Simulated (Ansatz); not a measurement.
## Geometry relaxation, with input and output: C3H11AlO (part 1 of 2)

System: C3H11AlO, SMILES [CH3][Al-]([CH3])([CH3])[OH2+].
Method: RKS PBE-D4/def2-SVP (Ansatz 0.2.0).

The geometry: force-field start. Figures and captions count atoms from 1; the log counts them from 0 in places.

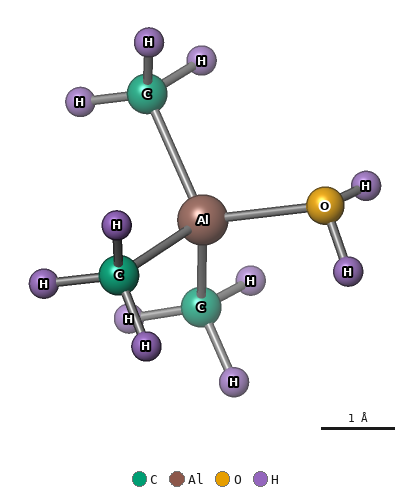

Fig. 1: The input geometry (ball-and-stick view, seen at a tilt). Sticks mark near contacts.

### Input
```yaml
crystal:
  periodic: [false, false, false]
  atoms:
    - {symbol: C, position_ang: [-0.486900, 0.700700, -1.616900]}
    - {symbol: Al, position_ang: [-0.104400, 0.027400, 0.175700]}
    - {symbol: C, position_ang: [1.719800, 0.562300, 0.654000]}
    - {symbol: C, position_ang: [-0.160200, -1.943700, 0.146000]}
    - {symbol: O, position_ang: [-1.277300, 0.700300, 1.390700]}
    - {symbol: H, position_ang: [-0.459100, 1.867900, -1.615900]}
    - {symbol: H, position_ang: [0.206400, 0.335700, -2.366000]}
    - {symbol: H, position_ang: [-1.529500, 0.465300, -1.910500]}
    - {symbol: H, position_ang: [2.002100, 0.172900, 1.713100]}
    - {symbol: H, position_ang: [1.828600, 1.668700, 0.709100]}
    - {symbol: H, position_ang: [2.452400, 0.153800, -0.059700]}
    - {symbol: H, position_ang: [0.034400, -2.346200, 1.170600]}
    - {symbol: H, position_ang: [0.427400, -2.334300, -0.614600]}
    - {symbol: H, position_ang: [-1.294200, -2.238500, -0.104100]}
    - {symbol: H, position_ang: [-1.215900, 1.674300, 1.304100]}
    - {symbol: H, position_ang: [-2.166500, 0.510700, 1.068600]}
basis:
  gaussian: {orbitals: def2-SVP}
hamiltonian: {xc: pbe, dispersion: d4}
relax: {f_tol: 0.03, max_steps: 200}
```

Launch command:
```bash
ansatz run in.yaml --threads 4 --pin off --events-out ev --progress --plain --max-ram 11315MiB
```

### What the program printed
```
Functional definition: PBE
  name "PBE"
  cite "Perdew, Burke & Ernzerhof, Phys. Rev. Lett. 77, 3865 (1996) doi:10.1103/PhysRevLett.77.3865"
  parent pbe
  parameter kappa = 0.804
  parameter beta = 0.06672455060314922
  exchange = pbe_x(kappa = kappa, mu = beta*pi^2/3)
  correlation = pbe_c(beta = beta)
1448 factors; their error is unknown
mean field evaluation 1: about -11892.6316 eV, gradient 1.0e2 eV
mean field evaluation 2: about -11824.3215 eV, gradient 1.6e2 eV
mean field evaluation 4: about -11917.1339 eV, gradient 1.5e1 eV
mean field evaluation 8: about -11917.5510 eV, gradient 1.4e-1 eV
mean field evaluation 16: about -11917.4964 eV, gradient 1.4e-3 eV
mean field -11917.49635650 eV, -437.9599131322 hartree, gradient 3.7e-5 eV, S^2 0.000000; 0 other end points of the search recorded, 0 dependent functions left out
the calculation of the forces begins
reference -11917.49639453 eV, -437.9599145297 hartree; 25, 25 occupied and 104, 104 virtual orbitals, 1448 factors
relax step   1: F+E_penalty+E_count = -11917.79251843 eV  Δ(F+E_penalty+E_count) = +0.000e0 eV  max|allowed force component| = 4.537e0 eV/Å  Δτ_max = 0.0000 Å  (28 SCF iters, accepted)
these checks for a lower state are left out or cut short: starts, cluster_reference, orbital_swaps, neighbouring_geometries, increment
1448 factors; their error is unknown
mean field -11918.38181107 eV, -437.9924529874 hartree, gradient 2.1e-5 eV, S^2 0.000000; 0 other end points of the search recorded, 0 dependent functions left out
[... from here on the field's lines of each further geometry are left out, up to the last ...]
relax step   2: F+E_penalty+E_count = -11918.66767290 eV  Δ(F+E_penalty+E_count) = -8.752e-1 eV  max|allowed force component| = 1.420e0 eV/Å  Δτ_max = 0.1932 Å  (27 SCF iters, accepted)
relax step   3: F+E_penalty+E_count = -11918.86379684 eV  Δ(F+E_penalty+E_count) = -1.961e-1 eV  max|allowed force component| = 5.093e-1 eV/Å  Δτ_max = 0.1202 Å  (27 SCF iters, accepted)
relax step   4: F+E_penalty+E_count = -11918.89281550 eV  Δ(F+E_penalty+E_count) = -2.902e-2 eV  max|allowed force component| = 1.341e-1 eV/Å  Δτ_max = 0.0723 Å  (26 SCF iters, accepted)
relax step   5: F+E_penalty+E_count = -11918.89670015 eV  Δ(F+E_penalty+E_count) = -3.885e-3 eV  max|allowed force component| = 1.032e-1 eV/Å  Δτ_max = 0.0371 Å  (26 SCF iters, accepted)
relax step   6: F+E_penalty+E_count = -11918.89784060 eV  Δ(F+E_penalty+E_count) = -1.140e-3 eV  max|allowed force component| = 4.580e-2 eV/Å  Δτ_max = 0.0375 Å  (27 SCF iters, accepted)
relax step   7: F+E_penalty+E_count = -11918.89829181 eV  Δ(F+E_penalty+E_count) = -4.512e-4 eV  max|allowed force component| = 8.136e-2 eV/Å  Δτ_max = 0.0471 Å  (27 SCF iters, accepted)
relax step   8: F+E_penalty+E_count = -11918.89829507 eV  Δ(F+E_penalty+E_count) = -3.263e-6 eV  max|allowed force component| = 1.012e-1 eV/Å  Δτ_max = 0.0117 Å  (28 SCF iters, accepted)
relax step   9: F+E_penalty+E_count = -11918.89529742 eV  Δ(F+E_penalty+E_count) = +2.998e-3 eV  max|allowed force component| = 5.429e-1 eV/Å  Δτ_max = 0.1919 Å  (27 SCF iters, rejected (line search))
relax step  10: F+E_penalty+E_count = -11918.90018715 eV  Δ(F+E_penalty+E_count) = -1.892e-3 eV  max|allowed force component| = 7.168e-2 eV/Å  Δτ_max = 0.0943 Å  (27 SCF iters, accepted)
relax step  11: F+E_penalty+E_count = -11918.90125307 eV  Δ(F+E_penalty+E_count) = -1.066e-3 eV  max|allowed force component| = 2.025e-1 eV/Å  Δτ_max = 0.0694 Å  (27 SCF iters, accepted)
relax step  12: F+E_penalty+E_count = -11918.90220884 eV  Δ(F+E_penalty+E_count) = -9.558e-4 eV  max|allowed force component| = 2.629e-1 eV/Å  Δτ_max = 0.0602 Å  (27 SCF iters, accepted)
relax step  13: F+E_penalty+E_count = -11918.90826866 eV  Δ(F+E_penalty+E_count) = -6.060e-3 eV  max|allowed force component| = 2.664e-2 eV/Å  Δτ_max = 0.1817 Å  (27 SCF iters, accepted)
relax step  14: F+E_penalty+E_count = -11918.90982076 eV  Δ(F+E_penalty+E_count) = -1.552e-3 eV  max|allowed force component| = 1.387e-1 eV/Å  Δτ_max = 0.0773 Å  (27 SCF iters, accepted)
relax step  15: F+E_penalty+E_count = -11918.91034195 eV  Δ(F+E_penalty+E_count) = -5.212e-4 eV  max|allowed force component| = 2.056e-1 eV/Å  Δτ_max = 0.0516 Å  (27 SCF iters, accepted)
relax step  16: F+E_penalty+E_count = -11918.91166420 eV  Δ(F+E_penalty+E_count) = -1.322e-3 eV  max|allowed force component| = 6.707e-2 eV/Å  Δτ_max = 0.1103 Å  (27 SCF iters, accepted)
relax step  17: F+E_penalty+E_count = -11918.91365074 eV  Δ(F+E_penalty+E_count) = -1.987e-3 eV  max|allowed force component| = 5.065e-2 eV/Å  Δτ_max = 0.0722 Å  (27 SCF iters, accepted)
relax step  18: F+E_penalty+E_count = -11918.91436107 eV  Δ(F+E_penalty+E_count) = -7.103e-4 eV  max|allowed force component| = 8.761e-3 eV/Å  Δτ_max = 0.0467 Å  (27 SCF iters, accepted)
relax step  19: F+E_penalty+E_count = -11918.91423433 eV  Δ(F+E_penalty+E_count) = +1.267e-4 eV  max|allowed force component| = 1.718e-1 eV/Å  Δτ_max = 0.0640 Å  (27 SCF iters, rejected (line search))
relax step  20: F+E_penalty+E_count = -11918.91462355 eV  Δ(F+E_penalty+E_count) = -2.625e-4 eV  max|allowed force component| = 2.303e-2 eV/Å  Δτ_max = 0.0312 Å  (27 SCF iters, accepted)
relax step  21: F+E_penalty+E_count = -11918.91466282 eV  Δ(F+E_penalty+E_count) = -3.927e-5 eV  max|allowed force component| = 7.864e-2 eV/Å  Δτ_max = 0.0421 Å  (26 SCF iters, accepted)
the calculation of the forces begins
reference -11918.63288234 eV, -438.0016796864 hartree; 25, 25 occupied and 104, 104 virtual orbitals, 1448 factors
relax step  22: F+E_penalty+E_count = -11918.91476643 eV  Δ(F+E_penalty+E_count) = -1.036e-4 eV  max|allowed force component| = 2.866e-2 eV/Å  Δτ_max = 0.0066 Å  (23 SCF iters, accepted)
```

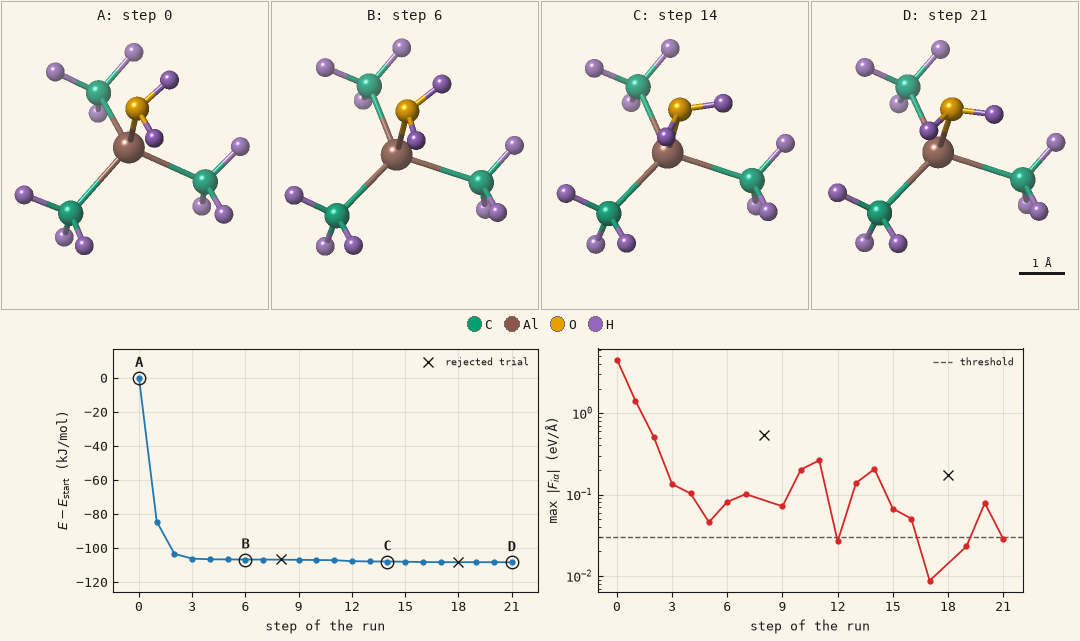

Fig. 2: Frames of the relaxation (ball-and-stick view, seen at an oblique angle) above the curves, on which the letters mark them (the first geometry is step 0 here and step 1 in the log).

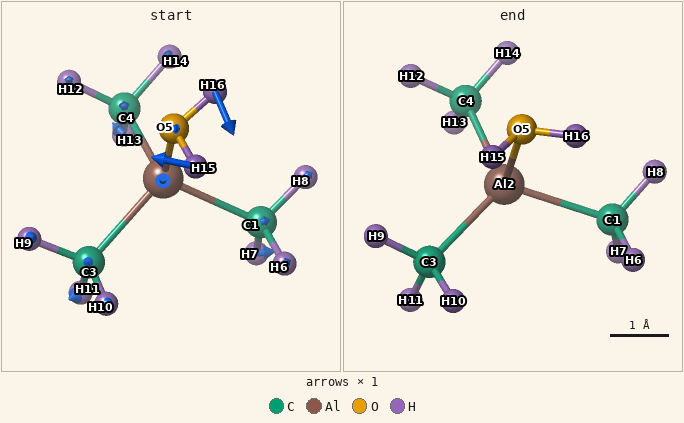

Fig. 3: Before (left) and after (right) the relaxation, at one scale (ball-and-stick view, seen at an oblique angle). The blue arrows give the displacements, at true length. After 21 geometry steps the energy has fallen by 108.3 kJ/mol. The largest force component goes from 4.5 to 0.029 eV/Å. The line search rejected the trial steps at points 8, 18 (counted from 0) and went back. The largest move after the best rigid fit is that of H16, 0.87 Å. Largest moves by element: H 0.87 Å, Al 0.36 Å, C 0.17 Å, O 0.15 Å. Among the contacts that change: Al2–O5 1.818 → 2.087 Å, C4–H14 1.198 → 1.111 Å, C4–H13 1.037 → 1.113 Å, C1–H6 1.168 → 1.113 Å. Among the angles that change: C1–Al2–O5 111.1° → 96.4°, C3–Al2–O5 109.7° → 96.2°, C3–Al2–C4 107.6° → 118.3°. (Atoms are counted from 1 in the order of the input.)

```
1448 factors; their error is unknown
mean field -11918.63284433 eV, -438.0016782898 hartree, gradient 7.1e-6 eV, S^2 0.000000; 1 other end points of the search recorded, 0 dependent functions left out
the calculation of the forces begins
reference -11918.63288234 eV, -438.0016796864 hartree; 25, 25 occupied and 104, 104 virtual orbitals, 1448 factors
Total energy: -11918.91480443 eV, -438.0120401322 hartree
Atom 0 at    -0.631429     0.732260    -1.713958 Å, force    -0.002412    -0.001563     0.001268 eV/Å
Atom 1 at     0.075516    -0.153433    -0.073099 Å, force     0.001514     0.000077    -0.002156 eV/Å
Atom 2 at     1.693576     0.656519     0.764809 Å, force     0.000652     0.001858    -0.000092 eV/Å
Atom 3 at    -0.216671    -2.099245     0.140159 Å, force    -0.001227     0.001269    -0.000226 eV/Å
Atom 4 at    -1.305444     0.679176     1.252209 Å, force     0.000006     0.028661     0.005677 eV/Å
Atom 5 at    -0.573546     1.843497    -1.691206 Å, force     0.000145    -0.000076     0.000349 eV/Å
Atom 6 at    -0.036528     0.419985    -2.601205 Å, force     0.000155    -0.000049     0.000896 eV/Å
Atom 7 at    -1.683247     0.457259    -1.953282 Å, force     0.000066     0.000401    -0.000570 eV/Å
Atom 8 at     1.861770     0.333521     1.816659 Å, force     0.001112     0.000294     0.000067 eV/Å
Atom 9 at     1.704097     1.769521     0.751160 Å, force    -0.000693    -0.001856    -0.000064 eV/Å
Atom 10 at     2.606315     0.343142     0.210387 Å, force    -0.001225    -0.001079     0.001203 eV/Å
Atom 11 at    -0.013096    -2.453871     1.173567 Å, force    -0.000432     0.000283    -0.000942 eV/Å
Atom 12 at     0.459411    -2.676503    -0.528806 Å, force     0.000232     0.001310     0.000806 eV/Å
Atom 13 at    -1.252195    -2.409043    -0.118671 Å, force     0.001068    -0.000068     0.000276 eV/Å
Atom 14 at    -0.816711     1.260358     1.869890 Å, force    -0.014027    -0.016155    -0.017315 eV/Å
Atom 15 at    -1.894717     1.274157     0.745588 Å, force     0.015066    -0.013306     0.010822 eV/Å
Dipole moment:    -0.422524     0.569678     0.408537 e Å
```

### Trajectory as extended XYZ (Å, eV, eV/Å), 14 of the 22 frames kept, from step=1 to step=22
```
16
Properties=species:S:1:pos:R:3:forces:R:3 step=1 energy=-11917.79252
C    -0.4869    0.7007   -1.6169   -1.5099   2.4989   0.8280
Al   -0.1044    0.0274    0.1757    3.2334  -2.0847  -2.3449
C     1.7198    0.5623    0.6540   -0.0574   0.2990   2.3060
C    -0.1602   -1.9437    0.1460   -4.5367   0.8441   2.4005
O    -1.2773    0.7003    1.3907   -0.8535   1.1505   1.1964
H    -0.4591    1.8679   -1.6159    0.1358  -1.3098  -0.2835
H     0.2064    0.3357   -2.3660    0.5103  -0.2956  -0.4971
H    -1.5295    0.4653   -1.9105   -0.0855  -0.1373  -0.4339
H     2.0021    0.1729    1.7131   -0.1368   0.4104  -1.2409
H     1.8286    1.6687    0.7091    0.3439   0.0263  -0.0985
H     2.4524    0.1538   -0.0597    0.0977  -0.0468  -0.2028
H     0.0344   -2.3462    1.1706    0.2049  -0.3021  -0.4475
H     0.4274   -2.3343   -0.6146    1.7066  -1.1184  -1.8015
H    -1.2942   -2.2385   -0.1041    1.8605   0.1421   0.3605
H    -1.2159    1.6743    1.3041    0.0589   0.2442   0.3028
H    -2.1665    0.5107    1.0686   -0.9721  -0.3209  -0.0435
16
Properties=species:S:1:pos:R:3:forces:R:3 step=3 energy=-11918.86380
C    -0.5718    0.7882   -1.6348   -0.0408   0.1274  -0.5017
Al    0.1057   -0.0950   -0.0170    0.2276  -0.1440   0.2265
C     1.7772    0.6225    0.7457    0.3237  -0.0239  -0.0582
C    -0.2783   -2.0142    0.1848    0.0437  -0.3467  -0.1002
O    -1.2383    0.6939    1.3321    0.4087  -0.4990   0.1546
H    -0.5474    1.9006   -1.6076   -0.0297   0.0076   0.0134
H     0.0783    0.5098   -2.5019   -0.0702   0.0274   0.1221
H    -1.5972    0.4832   -1.9412   -0.0279   0.0274   0.0187
H     2.0075    0.2450    1.7655   -0.0436   0.0240   0.0079
H     1.8583    1.7311    0.7681   -0.0402   0.0227   0.0317
H     2.6291    0.2858    0.1050   -0.0804   0.0323   0.0633
H    -0.0050   -2.4278    1.1799   -0.0453   0.0490   0.0115
H     0.3238   -2.5972   -0.5540   -0.0494   0.0770   0.0525
H    -1.3348   -2.2978   -0.0198   -0.0053   0.0114   0.0405
H    -1.1138    1.6522    1.2698   -0.1318   0.5093   0.0036
H    -2.1161    0.4970    0.9696   -0.4393   0.0977  -0.0863
16
Properties=species:S:1:pos:R:3:forces:R:3 step=4 energy=-11918.89282
C    -0.5711    0.7895   -1.6628   -0.0208   0.0570  -0.0548
Al    0.1175   -0.0999   -0.0181    0.0360  -0.0432  -0.0501
C     1.8030    0.6220    0.7419    0.0191  -0.0058   0.0399
C    -0.2718   -2.0353    0.1781   -0.0815  -0.0060   0.0400
O    -1.2487    0.6946    1.3283    0.0139   0.0769  -0.0177
H    -0.5462    1.9027   -1.6348    0.0034  -0.0208   0.0227
H     0.0751    0.5056   -2.5235    0.0074  -0.0091  -0.0233
H    -1.6026    0.4935   -1.9589    0.0049  -0.0113   0.0227
H     2.0178    0.2494    1.7673   -0.0129   0.0019  -0.0107
H     1.8675    1.7322    0.7725   -0.0235  -0.0020  -0.0062
H     2.6577    0.2905    0.1101   -0.0043   0.0034   0.0029
H    -0.0188   -2.4333    1.1845    0.0123   0.0060  -0.0061
H     0.3333   -2.6164   -0.5514    0.0332  -0.0181  -0.0129
H    -1.3309   -2.3123   -0.0271    0.0310   0.0326   0.0056
H    -1.1464    1.6704    1.3317   -0.0817  -0.1341   0.0099
H    -2.1584    0.5241    1.0064    0.0635   0.0726   0.0382
```
